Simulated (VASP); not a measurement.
Band structure of SiC (relaxed from the rocksalt structure, space group Fm-3m). Level of theory: r2SCAN meta-GGA, VASP's PBE PAW potentials (set 64) (plane waves; VASP).

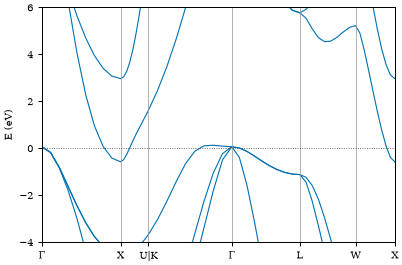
Figure. Bands along high-symmetry lines, zero at the valence-band maximum or, without a gap, the Fermi level

Read the plot: is there a gap, and where are the band edges?

It has no gap at this level: it comes out as a metal or semimetal.

The structure was generated: SiC was put into the rocksalt type (Fm-3m), which need not be its known phase. It was relaxed first.
